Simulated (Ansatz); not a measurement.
The starting structures come from a database of crystals and need not be the phases stable at ambient conditions.

 Where the default PAW files enter, the runs use the earlier of Ansatz's two default sets.

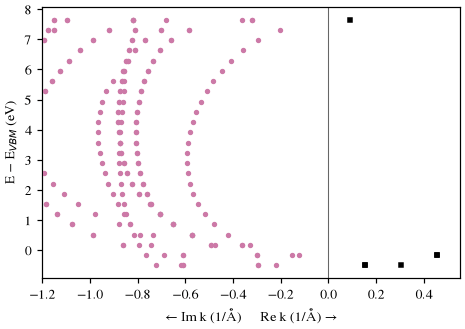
Figure: Complex bands at the centre of the two-dimensional zone; Ansatz (a quantum-chemistry and plane-wave program) with r2SCAN

The gap is the functional's own, uncorrected, and κ follows it; spin-orbit coupling is left out. Mid-gap values are interpolated between the computed energies.

This is K₂NaScF₆ (Fm-3m, not sure to be the ambient phase, 10 atoms a cell, 16.0 Å³ an atom, -3 GPa at this level) along the normal of (111). Read off the slowest decay at the centre of the two-dimensional zone at 3.91 eV, the computed energy nearest the middle of the gap.

κ ≈ 0.58 1/Å, a decay length 1/(2κ) of the density of 0.86 Å.
